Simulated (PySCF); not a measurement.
# C₆H₆BClO₂: excited states, first hyperpolarisability

Wanted: excited states, first hyperpolarisability for C₆H₆BClO₂ (`OB(O)c1ccc(Cl)cc1`).

Computed with PySCF 2.14.0 and routines of our own; the level stands in each step. Atoms count from 0.

## (1) The system as given

16 atoms, charge 0, multiplicity 1; geometry from: GFN2-xTB.

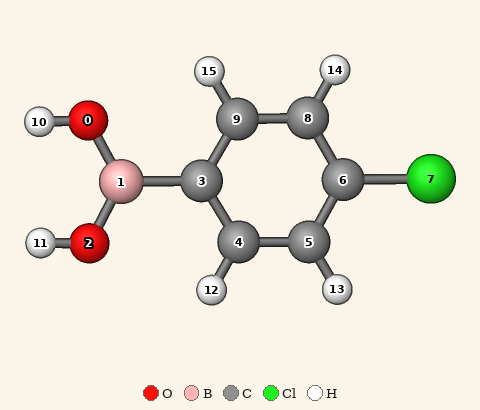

The starting geometry (oxygen red, boron pink, carbon grey, chlorine green, hydrogen white).

## (2) Geometry optimisation at PBE0-D3(BJ)/def2-SVP

The job: settings as JSON, then the geometry in Å.

```
{"job": {"xc": "PBE0", "basis": "def2-SVP", "d3": "d3bj", "grid": 2, "kind": "geom"}, "charge": 0, "multiplicity": 1}
O     -2.585038     1.216315    -0.325372
B     -1.966396     0.036033    -0.072926
O     -2.631049    -1.120900     0.170268
C     -0.389894     0.007520    -0.061761
C      0.307448    -1.174016     0.190260
C      1.689171    -1.209403     0.203403
C      2.395359    -0.042529    -0.039273
Cl     4.125304    -0.073383    -0.025190
C      1.734619     1.148200    -0.294140
C      0.352564     1.163428    -0.303254
H     -3.543011     1.217810    -0.329939
H     -3.588413    -1.088321     0.158754
H     -0.253548    -2.076216     0.378293
H      2.218440    -2.129093     0.400330
H      2.299183     2.048271    -0.482406
H     -0.172336     2.085230    -0.501314
```

Command:

```
$ OMP_NUM_THREADS=1 python excited_run.py task.json out
```

This one command runs all jobs of the session in turn.

The program printed:

```text
step   0  E = -866.82701922  max force = 0.012303
step   1  E = -866.82827080  max force = 0.001572
step   2  E = -866.82827927  max force = 0.000808
step   3  E = -866.82828255  max force = 0.000602
step   4  E = -866.82828367  max force = 0.000228
optimisation converged
```

It took 64 s on 1 thread of Arm Neoverse V2, shared host; peak memory 0.81 GiB.

The steps of the relaxation:

| step | energy from step 0 (eV) | largest force component (eV/Å) |
| --- | --- | --- |
| 0 | 0.0000 | 0.6326 |
| 1 | -0.0341 | 0.0808 |
| 2 | -0.0343 | 0.0415 |
| 3 | -0.0344 | 0.0310 |
| 4 | -0.0344 | 0.0117 |

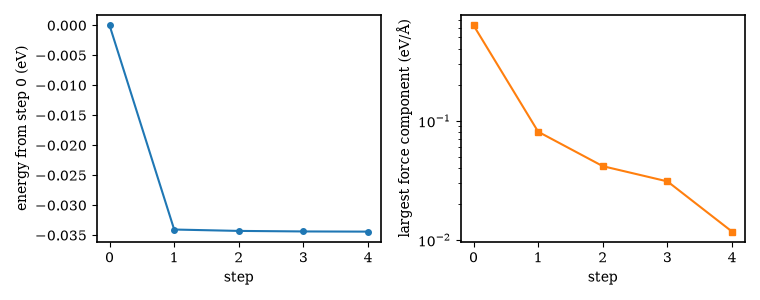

Energy and force, step by step.

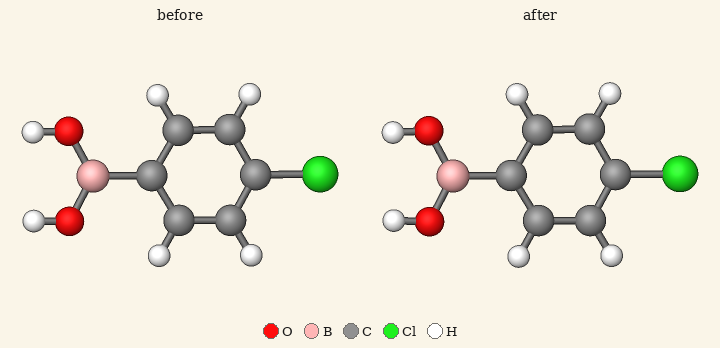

The geometry before (left) and after (right).

Distances of close pairs at the start and the end, largest changes first:

| bond | before (Å) | after (Å) | change (Å) |
| --- | --- | --- | --- |
| C4–H12 | 1.079 | 1.093 | +0.014 |
| C9–H15 | 1.079 | 1.093 | +0.014 |
| B1–C3 | 1.577 | 1.564 | -0.013 |
| C8–H14 | 1.079 | 1.091 | +0.012 |
| C5–H13 | 1.079 | 1.091 | +0.012 |
| C5–C6 | 1.385 | 1.395 | +0.009 |
| C6–C8 | 1.385 | 1.395 | +0.009 |
| C8–C9 | 1.382 | 1.391 | +0.009 |

The next job starts from the end point, and lists it.

| at the end point | value |
| --- | --- |
| point group (found at 0.08 Å tolerance) | C2v |
| rotational constants (GHz, main isotopes) | 3.662, 0.526, 0.460 |
| dipole moment (D) | 4.28 |

## (3) Excited states: TDA CAM-B3LYP/aug-cc-pVDZ

The job: settings as JSON, then the geometry in Å.

```
{"job": {"kind": "states", "xc": "CAM-B3LYP", "basis": "aug-cc-pVDZ", "tda": true, "soc": true, "nstates": 6, "ntriplets": 5, "nquad": 4}, "charge": 0, "multiplicity": 1}
O     -2.157687     1.322705    -0.327124
B     -1.541208     0.129798    -0.080084
O     -2.203635    -1.038958     0.163515
C      0.022112     0.100386    -0.075638
C      0.722727    -1.088424     0.175666
C      2.113631    -1.126133     0.182902
C      2.822060     0.049041    -0.066664
Cl     4.554996     0.017931    -0.060973
C      2.158111     1.249006    -0.320655
C      0.766743     1.263006    -0.322555
H     -3.118356     1.303675    -0.322750
H     -3.162855    -0.983748     0.152890
H      0.160988    -2.005482     0.370258
H      2.655687    -2.052754     0.379049
H      2.734961     2.155139    -0.513168
H      0.240240     2.200008    -0.520734
```

With the program's defaults for keys left out, this is: TDA CAM-B3LYP/aug-cc-pVDZ excited states, vertical, gas phase, spin-orbit mean-field couplings.

The program printed:

```text
coarse grid: 15120 points
cycle   1  E = -867.5591728017  dE =  2.034e+00  |g| = 8.818e-01  |ddm| = 5.710e+01
cycle   2  E = -867.5043014362  dE =  5.487e-02  |g| = 1.077e+00  |ddm| = 7.333e+00
cycle   3  E = -867.7193197632  dE = -2.150e-01  |g| = 6.634e-02  |ddm| = 3.474e+00
cycle   4  E = -867.7201142070  dE = -7.944e-04  |g| = 4.378e-02  |ddm| = 6.053e-01
cycle   5  E = -867.7205951382  dE = -4.809e-04  |g| = 1.383e-02  |ddm| = 3.149e-01
cycle   6  E = -867.7206416871  dE = -4.655e-05  |g| = 2.799e-03  |ddm| = 8.205e-02
cycle   7  E = -867.7206437889  dE = -2.102e-06  |g| = 7.882e-04  |ddm| = 2.092e-02
final grid: 144856 points
cycle   8  E = -867.7455094379  dE = -3.327e-05  |g| = 5.116e-03  |ddm| = 1.164e+00
cycle   9  E = -867.7455092254  dE =  2.125e-07  |g| = 5.489e-03  |ddm| = 1.045e-01
cycle  10  E = -867.7455156895  dE = -6.464e-06  |g| = 3.219e-04  |ddm| = 2.972e-02
cycle  11  E = -867.7455157052  dE = -1.570e-08  |g| = 2.218e-04  |ddm| = 4.968e-03
cycle  12  E = -867.7455157161  dE = -1.084e-08  |g| = 2.998e-05  |ddm| = 1.853e-03
cycle  13  E = -867.7455157163  dE = -2.515e-10  |g| = 1.408e-05  |ddm| = 3.147e-04
converged SCF energy = -867.7455157163

Singlet excitations
state   eV       nm        f     d(h-e)  d(exc)  Lambda  PR(NTO)  |dmu|/D   mu/D   main configurations
  1   5.2053   238.2   0.00197   0.262   2.872   0.625   2.009    0.826    3.273   H-1->L+1 0.51, H->L+3 0.47
  2   5.7481   215.7   0.31346   0.753   3.186   0.777   1.423    2.397    1.703   H->L+1 0.82, H-1->L+3 0.14
  3   6.1408   201.9   0.00039   3.489   5.633   0.149   1.023   14.536   10.436   H->L 0.78, H->L+2 0.12
  4   6.5467   189.4   0.00093   1.095   5.066   0.212   1.057    4.425    0.326   H->L+2 0.67, H->L 0.16
  5   6.6166   187.4   0.00000   2.429   5.133   0.126   1.025                     H-1->L 0.64, H-1->L+2 0.26
  6   6.7340   184.1   0.00332   1.785   3.876   0.277   1.025                     H->L+10 0.30, H->L+7 0.27, H->L+8 0.18

Triplet excitations (Tamm-Dancoff)
state   eV     d(h-e)  d(exc)  Lambda  PR(NTO)   main configurations
  1   3.7912   0.229   2.723   0.770   1.474   H->L+1 0.75, H-1->L+3 0.16
  2   4.5568   0.204   2.804   0.616   1.641   H-1->L+1 0.71, H->L+3 0.25
  3   4.6419   0.168   2.688   0.849   1.449   H-1->L+3 0.79, H->L+1 0.18
  4   4.9157   0.306   2.842   0.631   1.643   H->L+3 0.71, H-1->L+1 0.26
  5   6.0652   2.038   4.964   0.192   1.082   H->L 0.56, H->L+10 0.15, H->L+2 0.14
S1 - T1 = 1.4141 eV

Spin-orbit couplings |<S|Hso|T>| (cm-1)
             T1       T2       T3       T4       T5
S0        0.007    0.448    0.005    0.215   75.022
S1        0.066    0.001    0.015    0.000    0.717
S2        0.004    0.069    0.001    0.019    4.636
S3        2.970    0.291    1.178    0.212    0.002
S4       10.388    1.530    4.633    1.409    0.002
S5        0.181    2.384    0.020    1.183    0.672
S6       14.394    0.969    6.537    1.518    0.006
T1 sublevels (cm-1): 0.000 0.011 0.011   radiative rates (1/s): 4.14 6.53e-06 0.000473
```

It took 75 s on 1 thread of Arm Neoverse V2, shared host; peak memory 1.2 GiB.

Key values:

| quantity | value |
| --- | --- |
| S1 less T1 | 1.41 eV |

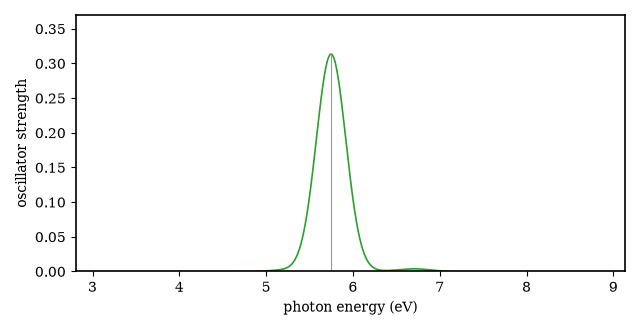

Absorption lines of the singlets. Lines are broadened to a width of 0.40 eV (Gaussian).

## (4) Excited states: TDDFT CAM-B3LYP/aug-cc-pVDZ

The job, as its differences from that of step 3:

```diff
@@ -1,2 +1,2 @@
-{"job": {"kind": "states", "xc": "CAM-B3LYP", "basis": "aug-cc-pVDZ", "tda": true, "soc": true, "nstates": 6, "ntriplets": 5, "nquad": 4}, "charge": 0, "multiplicity": 1}
+{"job": {"kind": "states", "xc": "CAM-B3LYP", "basis": "aug-cc-pVDZ", "tpa": true, "nstates": 8, "nquad": 6, "ntriplets": 0}, "charge": 0, "multiplicity": 1}
 O     -2.157687     1.322705    -0.327124
```

Method: TDDFT CAM-B3LYP/aug-cc-pVDZ excited states, vertical, gas phase, two-photon moments by quadratic response.

The program printed:

```text
coarse grid: 15120 points
cycle   1  E = -867.5591728017  dE =  2.034e+00  |g| = 8.818e-01  |ddm| = 5.710e+01
cycle   2  E = -867.5043014362  dE =  5.487e-02  |g| = 1.077e+00  |ddm| = 7.333e+00
cycle   3  E = -867.7193197632  dE = -2.150e-01  |g| = 6.634e-02  |ddm| = 3.474e+00
cycle   4  E = -867.7201142070  dE = -7.944e-04  |g| = 4.378e-02  |ddm| = 6.053e-01
cycle   5  E = -867.7205951382  dE = -4.809e-04  |g| = 1.383e-02  |ddm| = 3.149e-01
cycle   6  E = -867.7206416871  dE = -4.655e-05  |g| = 2.799e-03  |ddm| = 8.205e-02
cycle   7  E = -867.7206437889  dE = -2.102e-06  |g| = 7.882e-04  |ddm| = 2.092e-02
final grid: 144856 points
cycle   8  E = -867.7455094379  dE = -3.327e-05  |g| = 5.116e-03  |ddm| = 1.164e+00
cycle   9  E = -867.7455092254  dE =  2.125e-07  |g| = 5.489e-03  |ddm| = 1.045e-01
cycle  10  E = -867.7455156895  dE = -6.464e-06  |g| = 3.219e-04  |ddm| = 2.972e-02
cycle  11  E = -867.7455157052  dE = -1.570e-08  |g| = 2.218e-04  |ddm| = 4.968e-03
cycle  12  E = -867.7455157161  dE = -1.084e-08  |g| = 2.998e-05  |ddm| = 1.853e-03
cycle  13  E = -867.7455157163  dE = -2.515e-10  |g| = 1.408e-05  |ddm| = 3.147e-04
converged SCF energy = -867.7455157163

Singlet excitations
state   eV       nm        f     d(h-e)  d(exc)  Lambda  PR(NTO)  |dmu|/D   mu/D   delta(TPA)   sigma/GM   main configurations
  1   5.1556   240.5   0.00211   0.243   2.850   0.624   2.015    0.859    3.241        0.10      0.001   H-1->L+1 0.52, H->L+3 0.46
  2   5.5308   224.2   0.27223   0.704   3.147   0.771   1.427    2.257    1.842      214.01      2.398   H->L+1 0.87, H-1->L+3 0.11
  3   6.1385   202.0   0.00025   3.467   5.625   0.149   1.023   14.419   10.319        0.11      0.002   H->L 0.78, H->L+2 0.12
  4   6.4623   191.9   0.30684   0.650   3.145   0.605   2.288    1.799    2.301        7.68      0.118   H->L+3 0.51, H-1->L+1 0.45
  5   6.5424   189.5   0.00061   1.126   5.052   0.214   1.059    4.582    0.483        0.26      0.004   H->L+2 0.64, H->L 0.16, H->L+10 0.09
  6   6.6158   187.4   0.00000   2.427   5.134   0.126   1.025    9.985    5.885       58.84      0.943   H-1->L 0.64, H-1->L+2 0.26
  7   6.7088   184.8   0.00401   1.778   3.907   0.275   1.029                                            H->L+10 0.29, H->L+7 0.25, H->L+8 0.18
  8   6.7469   183.8   0.70982   0.224   2.887   0.816   1.495                                            H-1->L+3 0.85, H->L+1 0.10
```

Wall time 94 s (1 thread of Arm Neoverse V2, shared host); peak memory 1.3 GiB.

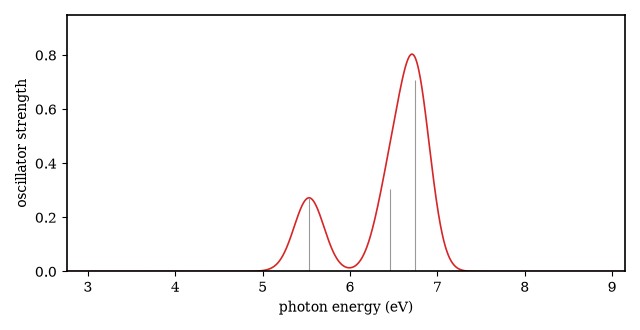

Absorption lines of the singlets. Lines are broadened to a width of 0.40 eV (Gaussian).

## (5) First hyperpolarisability: quadratic response CAM-B3LYP/aug-cc-pVDZ

The job, as its differences from that of step 4:

```diff
@@ -1,2 +1,2 @@
-{"job": {"kind": "states", "xc": "CAM-B3LYP", "basis": "aug-cc-pVDZ", "tpa": true, "nstates": 8, "nquad": 6, "ntriplets": 0}, "charge": 0, "multiplicity": 1}
+{"job": {"kind": "beta", "xc": "CAM-B3LYP", "basis": "aug-cc-pVDZ"}, "charge": 0, "multiplicity": 1}
 O     -2.157687     1.322705    -0.327124
```

Method: quadratic response CAM-B3LYP/aug-cc-pVDZ first hyperpolarisability, Taylor convention, gas phase.

The program printed:

```text
coarse grid: 15120 points
cycle   1  E = -867.5591728017  dE =  2.034e+00  |g| = 8.818e-01  |ddm| = 5.710e+01
cycle   2  E = -867.5043014362  dE =  5.487e-02  |g| = 1.077e+00  |ddm| = 7.333e+00
cycle   3  E = -867.7193197632  dE = -2.150e-01  |g| = 6.634e-02  |ddm| = 3.474e+00
cycle   4  E = -867.7201142070  dE = -7.944e-04  |g| = 4.378e-02  |ddm| = 6.053e-01
cycle   5  E = -867.7205951382  dE = -4.809e-04  |g| = 1.383e-02  |ddm| = 3.149e-01
cycle   6  E = -867.7206416871  dE = -4.655e-05  |g| = 2.799e-03  |ddm| = 8.205e-02
cycle   7  E = -867.7206437889  dE = -2.102e-06  |g| = 7.882e-04  |ddm| = 2.092e-02
final grid: 144856 points
cycle   8  E = -867.7455094379  dE = -3.327e-05  |g| = 5.116e-03  |ddm| = 1.164e+00
cycle   9  E = -867.7455092254  dE =  2.125e-07  |g| = 5.489e-03  |ddm| = 1.045e-01
cycle  10  E = -867.7455156895  dE = -6.464e-06  |g| = 3.219e-04  |ddm| = 2.972e-02
cycle  11  E = -867.7455157052  dE = -1.570e-08  |g| = 2.218e-04  |ddm| = 4.968e-03
cycle  12  E = -867.7455157161  dE = -1.084e-08  |g| = 2.998e-05  |ddm| = 1.853e-03
cycle  13  E = -867.7455157163  dE = -2.515e-10  |g| = 1.408e-05  |ddm| = 3.147e-04
converged SCF energy = -867.7455157163

Lowest singlets (eV, f): 5.1556 0.0021  5.5308 0.2722  6.1385 0.0003

First hyperpolarisability (au)
process     nm      |vector|   parallel      HRS      DR
static         -      435.94    -261.56     195.43   3.976
shg       1907.0      469.89    -281.93     209.77   4.029
eope      1907.0      446.82    -268.09          -       -
shg       1064.0      561.33     -336.8     248.26   4.155
eope      1064.0      472.44    -283.46          -       -
```

It took 67 s on 1 thread of Arm Neoverse V2, shared host; peak memory 1.2 GiB.

## (6) What came out

```
                                                   quantity                                                value
                                                point group                                                  C2v
                       rotational constants (main isotopes)                                 3.66, 0.53, 0.46 GHz
             S1 less T1 (step 3, TDA CAM-B3LYP/aug-cc-pVDZ)                                              1.41 eV
β vector (step 5, quadratic response CAM-B3LYP/aug-cc-pVDZ)  static 436, SHG 1907.0 nm 470, SHG 1064.0 nm 561 au
```

**Reading.** Relaxing lowered the energy by 0.034 eV in 4 steps; the close pair that moved most is C4–H12, from 1.079 to 1.093 Å. No frequency check was run at this level, so the end point may be a saddle. In step 3, the number of triplets below S1 is 4, and the largest singlet-triplet spin-orbit coupling is S0–T5, 75.02 cm⁻¹. β grows from 436 au (static) to 561 au for doubling at 1064.0 nm: normal dispersion, which grows as twice the photon energy moves toward the bright states.
